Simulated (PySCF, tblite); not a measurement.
**C₄H₅ClF₂O: geometry, infrared bands and NMR shifts**

What infrared bands and NMR shifts should C₄H₅ClF₂O (`CO/C(=C/Cl)C(F)F`) show?

The runs use tblite 0.8.0 and PySCF 2.14.0, with density-fitted response routines of our own; the level of theory stands in each step. All values are computed, except where a source is named. Atoms count from 0, in the outputs and in this text.

### 1 Starting geometry

13 atoms, charge 0, multiplicity 1; geometry from: force field or distance geometry start.

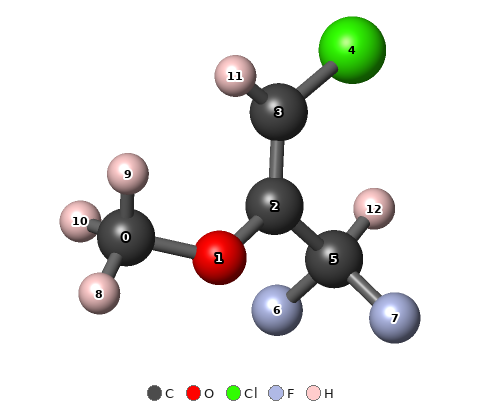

The starting geometry (carbon dark grey, oxygen red, chlorine green, fluorine light blue, hydrogen pink), atoms numbered.

### 2 Relaxing the molecule with GFN2-xTB

Job settings and geometry (Å):

```
{"job": {"kind": "relax", "xc": "GFN2-xTB", "basis": "xTB"}, "charge": 0, "multiplicity": 1}
C      2.049000    -0.218600     0.069200
O      0.770400    -0.687600    -0.322000
C     -0.405600    -0.008600    -0.183900
C     -0.535500     1.302300    -0.467600
Cl    -2.099700     2.105400    -0.266400
C     -1.600200    -0.815900     0.278900
F     -1.332500    -1.348500     1.526000
F     -1.920000    -1.826600    -0.553500
H      2.812900    -1.009600    -0.158100
H      2.320400     0.622100    -0.623400
H      2.098200     0.170500     1.091000
H      0.333200     1.855000    -0.795400
H     -2.495000    -0.139300     0.387500
```

Run with:

```console
$ OMP_NUM_THREADS=1 python probes_run.py task.json out
```

This one command runs all jobs of the session in turn.

Log:

```text
step      E/eV     max force
  0    -793.16163    1.876
  1    -793.28798    0.892
  2    -793.36101    0.816
  3    -793.40435    0.564
  4    -793.43180    0.309
  5    -793.44134    0.284
  6    -793.45182    0.315
  7    -793.45923    0.283
  8    -793.46622    0.218
  9    -793.47346    0.270
 10    -793.48099    0.257
 11    -793.48699    0.182
 12    -793.49117    0.144
 13    -793.49471    0.187
 14    -793.49865    0.227
 15    -793.50207    0.161
 16    -793.50432    0.138
 17    -793.50599    0.121
 18    -793.50785    0.140
 19    -793.51066    0.167
 20    -793.51514    0.282
 21    -793.52133    0.317
 22    -793.52741    0.228
 23    -793.53260    0.259
 24    -793.53744    0.238
 25    -793.54179    0.207
 26    -793.54690    0.217
 27    -793.55241    0.178
 28    -793.55805    0.182
 29    -793.56324    0.219
 30    -793.56784    0.252
 31    -793.57316    0.241
 32    -793.57851    0.175
 33    -793.58241    0.152
 34    -793.58469    0.150
 35    -793.58676    0.113
 36    -793.58825    0.084
 37    -793.58933    0.074
 38    -793.58995    0.062
 39    -793.59039    0.057
 40    -793.59078    0.063
 41    -793.59124    0.049
 42    -793.59162    0.054
 43    -793.59201    0.048
 44    -793.59251    0.074
 45    -793.59309    0.086
 46    -793.59360    0.059
 47    -793.59393    0.040
 48    -793.59412    0.041
 49    -793.59428    0.036
 50    -793.59439    0.028
 51    -793.59445    0.019
 52    -793.59448    0.012
 53    -793.59450    0.014
 54    -793.59453    0.017
 55    -793.59456    0.014
 56    -793.59457    0.017
 57    -793.59459    0.018
 58    -793.59462    0.017
 59    -793.59466    0.022
 60    -793.59471    0.019
 61    -793.59475    0.020
 62    -793.59478    0.016
 63    -793.59482    0.014
 64    -793.59485    0.016
 65    -793.59487    0.010
```

Wall time 0.65 s (1 thread of Arm Neoverse N1, shared host).

The steps of the relaxation: (not every step is listed)

```csv
step,energy from step 0 (eV),largest force (eV/Å)
0,0.0000,1.8757
1,-0.1264,0.8918
2,-0.1994,0.8155
3,-0.2427,0.5639
4,-0.2702,0.3092
5,-0.2797,0.2843
6,-0.2902,0.3152
7,-0.2976,0.2832
8,-0.3046,0.2182
13,-0.3331,0.1874
18,-0.3462,0.1402
23,-0.3710,0.2586
28,-0.3964,0.1816
33,-0.4208,0.1522
38,-0.4283,0.0619
43,-0.4304,0.0475
48,-0.4325,0.0407
53,-0.4329,0.0144
58,-0.4330,0.0170
60,-0.4331,0.0187
61,-0.4331,0.0197
62,-0.4332,0.0157
63,-0.4332,0.0140
64,-0.4332,0.0155
65,-0.4332,0.0100
```

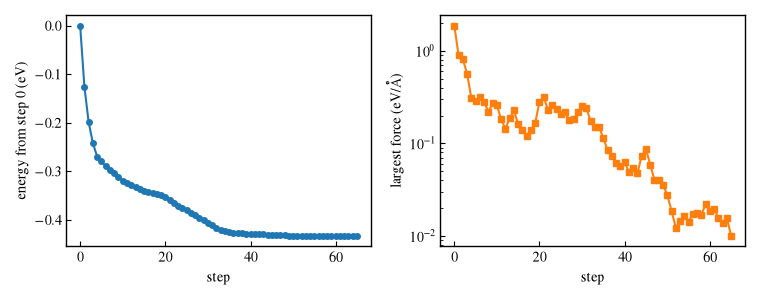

Energy and largest force along the relaxation.

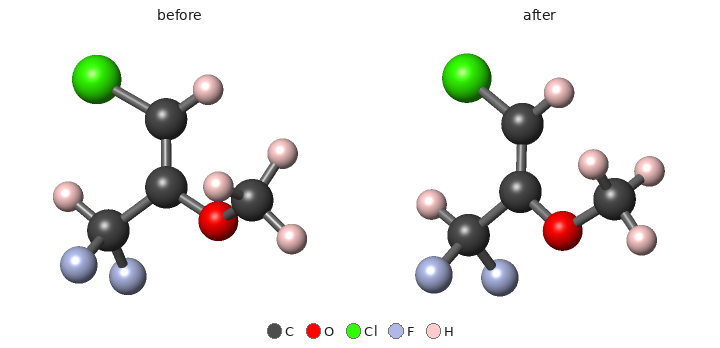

Before and after, at one scale.

Close pairs (by a distance rule), those that changed most:

```csv
bond,before (Å),after (Å),change (Å)
C3–Cl4,1.770,1.720,-0.050
C0–H8,1.123,1.088,-0.035
C5–F6,1.382,1.352,-0.030
C0–H9,1.123,1.094,-0.029
C5–H12,1.127,1.099,-0.028
O1–C2,1.365,1.349,-0.016
C2–C3,1.348,1.335,-0.013
C0–O1,1.417,1.409,-0.008
```

The final coordinates are the input of the step that follows.

### 3 Vibrational analysis with GFN2-xTB

Job settings and geometry (Å):

```
{"job": {"kind": "ir", "xc": "GFN2-xTB", "basis": "xTB"}, "charge": 0, "multiplicity": 1}
C      1.988944    -0.153690    -0.075834
O      0.734762    -0.767337     0.116317
C     -0.378865    -0.011777     0.026109
C     -0.423066     1.297340    -0.231283
Cl    -1.891615     2.185332    -0.339360
C     -1.620762    -0.849398     0.255116
F     -1.550605    -1.494755     1.441287
F     -1.729683    -1.807125    -0.695050
H      2.722258    -0.949715     0.038226
H      2.067504     0.278634    -1.077388
H      2.167268     0.621878     0.674328
H      0.452206     1.901796    -0.395012
H     -2.542736    -0.250698     0.244813
```

Log:

```text
mode    cm-1     km/mol
  1      17.1      1.77
  2      99.0      1.79
  3     154.5      4.60
  4     180.9      2.39
  5     185.2      0.71
  6     248.3      3.07
  7     276.9      2.59
  8     302.0      4.57
  9     429.1      5.64
 10     506.1     19.00
 11     605.6      7.48
 12     628.9      7.80
 13     736.6     19.58
 14     777.0     21.65
 15     893.1     52.26
 16    1027.9    191.19
 17    1050.0     16.06
 18    1080.3    149.93
 19    1116.9      2.52
 20    1154.3      3.74
 21    1185.1    169.34
 22    1252.4     22.55
 23    1254.6     63.75
 24    1281.4     36.94
 25    1394.1      1.99
 26    1458.4     11.41
 27    1470.6      8.37
 28    1679.4     92.41
 29    2913.7     24.67
 30    2949.1     26.62
 31    2959.8     19.25
 32    3036.6      3.23
 33    3111.1      5.00
```

Run time: 0.65 s. Hardware: 1 thread of Arm Neoverse N1, shared host.

Which atoms move in the most intense modes:

```csv
cm⁻¹,km/mol,atoms
893,52.3,"C3 37 %, O1 15 %, H11 10 %"
1028,191.2,"C5 62 %, F7 19 %, F6 13 %"
1080,149.9,"C5 40 %, O1 13 %, F6 13 %, F7 10 %"
1185,169.3,"H11 50 %, O1 19 %"
1255,63.8,"H12 58 %, C2 20 %"
1281,36.9,"C2 31 %, C5 22 %, H11 20 %, H12 16 %"
1679,92.4,"C2 59 %, C3 36 %"
2949,26.6,"H9 47 %, H10 44 %"
```

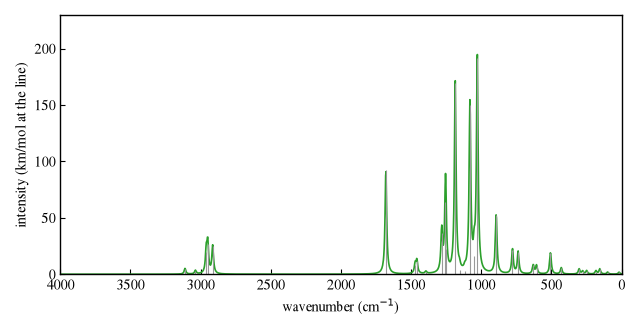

The infrared spectrum from these modes, unscaled. Lines are broadened to a width of 14 cm⁻¹ (Lorentzian).

### 4 Shielding tensors: PBE0/pcSseg-1

The job, as its differences from that of step 3:

```diff
@@ -1,2 +1,2 @@
-{"job": {"kind": "ir", "xc": "GFN2-xTB", "basis": "xTB"}, "charge": 0, "multiplicity": 1}
+{"job": {"kind": "nmr", "xc": "PBE0", "basis": "pcSseg-1"}, "charge": 0, "multiplicity": 1}
 C      1.988944    -0.153690    -0.075834
```

Level: GIAO PBE0/pcSseg-1 NMR shielding, non-relativistic, gas phase.

Log:

```text
coarse grid: 12328 points
cycle   1  E = -889.6598003273  dE =  1.218e+00  |g| = 7.909e-01  |ddm| = 3.288e+00
cycle   2  E = -889.5223940691  dE =  1.374e-01  |g| = 1.221e+00  |ddm| = 1.314e+00
cycle   3  E = -889.7630363366  dE = -2.406e-01  |g| = 1.161e-01  |ddm| = 8.710e-01
cycle   4  E = -889.7647306415  dE = -1.694e-03  |g| = 7.470e-02  |ddm| = 1.398e-01
cycle   5  E = -889.7658565094  dE = -1.126e-03  |g| = 1.495e-02  |ddm| = 6.965e-02
cycle   6  E = -889.7659024751  dE = -4.597e-05  |g| = 4.598e-03  |ddm| = 1.583e-02
cycle   7  E = -889.7659068514  dE = -4.376e-06  |g| = 1.145e-03  |ddm| = 3.975e-03
final grid: 117856 points
cycle   8  E = -889.8367544061  dE = -4.873e-05  |g| = 1.153e-02  |ddm| = 3.143e-02
cycle   9  E = -889.8367240476  dE =  3.036e-05  |g| = 1.752e-02  |ddm| = 1.766e-02
cycle  10  E = -889.8367778916  dE = -5.384e-05  |g| = 1.998e-03  |ddm| = 1.223e-02
cycle  11  E = -889.8367787515  dE = -8.599e-07  |g| = 5.747e-04  |ddm| = 2.269e-03
cycle  12  E = -889.8367788219  dE = -7.048e-08  |g| = 1.839e-04  |ddm| = 5.800e-04
cycle  13  E = -889.8367788290  dE = -7.050e-09  |g| = 3.766e-05  |ddm| = 1.404e-04
cycle  14  E = -889.8367788293  dE = -2.919e-10  |g| = 8.094e-06  |ddm| = 3.903e-05
converged SCF energy = -889.8367788293

GIAO shielding tensors (ppm)
atom      isotropic    diamagn.    paramagn.     s11        s22        s33       span
  0 C      130.765     246.356    -115.592     99.984    112.720    179.591     79.607
  1 O      224.529     398.000    -173.471    101.301    253.482    318.804    217.503
  2 C       25.637     253.301    -227.664    -73.270     45.182    105.000    178.270
  3 C       81.224     255.424    -174.200     14.044     93.575    136.053    122.009
  4 Cl     829.818    1146.074    -316.256    656.533    841.584    991.338    334.805
  5 C       72.348     233.377    -161.029     54.430     72.963     89.652     35.222
  6 F      317.301     470.283    -152.982    206.213    335.764    409.926    203.713
  7 F      314.535     470.298    -155.763    201.285    336.048    406.273    204.987
  8 H       27.394      28.327      -0.933     23.147     25.734     33.301     10.154
  9 H       28.264      29.830      -1.565     25.093     25.797     33.902      8.810
 10 H       28.265      29.819      -1.555     25.086     25.773     33.935      8.849
 11 H       26.524      31.208      -4.684     20.902     27.952     30.719      9.816
 12 H       24.503      27.082      -2.579     20.733     23.517     29.259      8.526
```

It took 50 s on 1 thread of Arm Neoverse N1, shared host; peak memory 0.74 GiB.

Shifts follow as δ = σ(reference) − σ, with reference shieldings (ppm) from runs at the same level and on the same kind of geometry: ¹H TMS 31.72, ¹³C TMS 186.9, ¹⁹F CFCl3 170.9, ¹⁷O H2O 336.1, ³⁵Cl HCl 950. The references are single molecules in the gas phase, so shifts against H2O, NH3, PH3, H3PO4 or CFCl3 are not on the usual liquid scales and can be off by tens of ppm. Atoms listed in one row are averaged.

```csv
atoms,environment,σ (ppm),δ (ppm),δ scaled to CDCl3
C2,alkene carbon bearing oxygen,25.6,161.3,155.5
C5,allylic sp3 CH bonded to 2 F,72.3,114.6,109.9
C3,β carbon of an enol-ether or enamine type C=C,81.2,105.7,101.2
C0,methyl carbon bonded to O,130.8,56.2,52.9
H12,hydrogen on an allylic sp3 CH bonded to 2 F,24.50,7.21,6.91
H11,hydrogen on a β carbon of an enol-ether or enamine type C=C,26.52,5.19,5.00
"H8, H9, H10",hydrogen on a methyl carbon bonded to O,27.97,3.74,3.63
O1,ether oxygen,224.5,111.6,–
Cl4,chlorine bonded to C,830,120,–
"F6, F7",fluorine of a CF2 group,315.9,-145.0,–
```

The scaled column applies a straight-line fit of computed shieldings to shifts measured in CDCl3, with any fitted terms for Cl, Br or S neighbours, and one for carbons that bear F (root-mean-square error 0.16 ppm for H, 1.9 ppm for C).

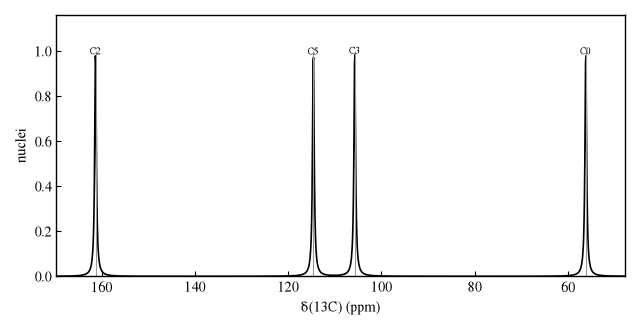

¹³C lines at the computed shifts, without couplings. Lines are broadened to a width of 0.42 ppm (Lorentzian).

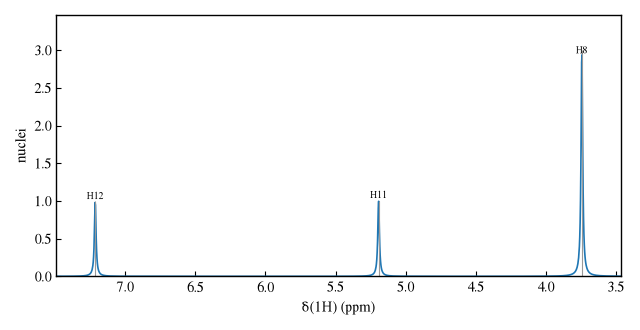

¹H lines at the computed shifts, without couplings. Lines are broadened to a width of 0.01 ppm (Lorentzian).

The run also stored atomic charges by several schemes (e):

```csv
atoms,Mulliken,IAO,Hirshfeld,ESP fit
C0,-0.04,-0.21,-0.03,-0.20
O1,-0.47,-0.30,-0.10,-0.21
C2,0.10,0.16,0.04,0.26
C3,-0.15,-0.27,-0.07,-0.41
Cl4,-0.09,-0.01,-0.01,-0.04
C5,0.59,0.44,0.14,0.26
"F6, F7",-0.30,-0.29,-0.11,-0.20
```

ESP fit charges:

C0 -0.20; O1 -0.21; C2 0.26; C3 -0.41; Cl4 -0.04; C5 0.26; F6 -0.20; F7 -0.20; H8 0.15; H9 0.12; H10 0.11; H11 0.24; H12 0.12

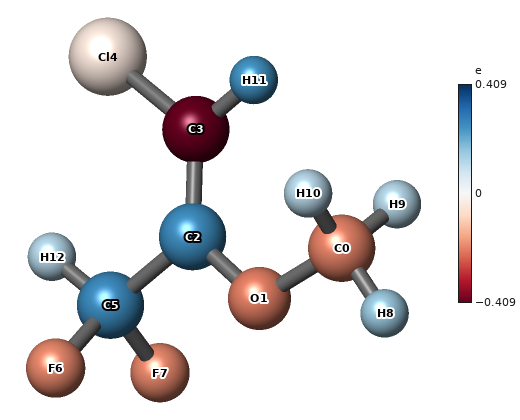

ESP fit charges, as colours on the atoms.

Mayer bond orders: C0–O1 0.90, O1–C2 1.08, C2–C3 1.70, C3–Cl4 1.03, C2–C5 0.96, C5–F6 0.97, C5–F7 0.97.

The fields below are evaluated on a grid from the run's orbitals.

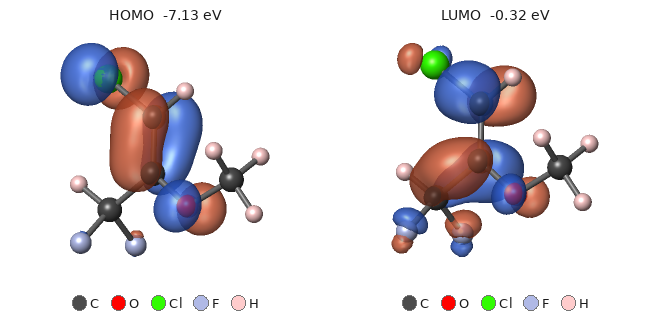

Frontier orbitals at PBE0/pcSseg-1; each surface holds 70 % of the orbital's density, blue and red mark the sign.

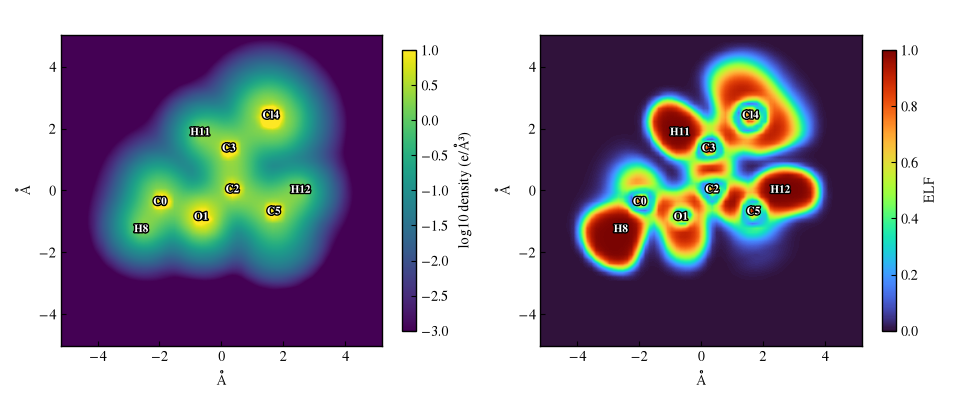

Density (left) and ELF (right) in a plane through or near 9 of the atoms.

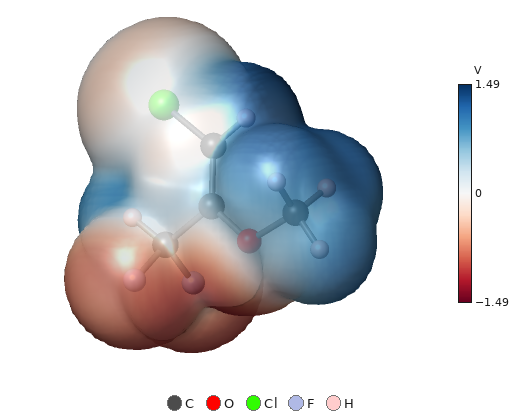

The potential that a unit positive charge feels on the 0.002 e/bohr³ surface, from -1.03 V near O1 to 1.49 V near H11.

### 5 Results

| quantity | value |
| --- | --- |
| strongest single infrared mode (GFN2-xTB) | 1028 cm⁻¹, 191 km/mol |
| zero-point energy (GFN2-xTB) | 53.5 kcal/mol |
| ¹³C shifts against TMS (PBE0/pcSseg-1) | 161.3, 114.6, 105.7, 56.2 ppm |
| ¹H shifts against TMS (PBE0/pcSseg-1, means over atoms taken as alike) | 7.21, 5.19, 3.74 ppm |
| ¹⁷O shifts against H2O (PBE0/pcSseg-1) | 111.6 ppm |
| ³⁵Cl shifts against HCl (PBE0/pcSseg-1) | 120 ppm |
| ¹⁹F shifts against CFCl3 (PBE0/pcSseg-1, means over atoms taken as alike) | -145.0 ppm |
| surface potential, least and greatest | -1.03 V and 1.49 V |

The optimisation took 65 steps and gained 0.433 eV; among the close pairs (by a distance rule), C3–Cl4 changed most, from 1.770 to 1.720 Å. All 33 modes are real, so the xTB geometry is a minimum. The strongest single mode, at 1028 cm⁻¹, moves mainly C5. Unscaled tight-binding wavenumbers are off by several per cent, some by more. Its intensities can rank the bands wrongly. The most deshielded carbon is C2 (alkene carbon bearing oxygen), at 161.3 ppm: an sp2 carbon further deshielded by the attached heteroatom. H12 (hydrogen on an allylic sp3 CH bonded to 2 F) lies farthest downfield among hydrogen, at 7.21 ppm; its carbon carries F, hence the downfield position. At PBE0/pcSseg-1: Shielding is most anisotropic at Cl4 (span 335 ppm, paramagnetic term -316 ppm). By nearest atom (PBE0/pcSseg-1), the HOMO sits on C3 27 %; Cl4 24 % and the LUMO on C2, C3 about 31 % each; H11 7 %.
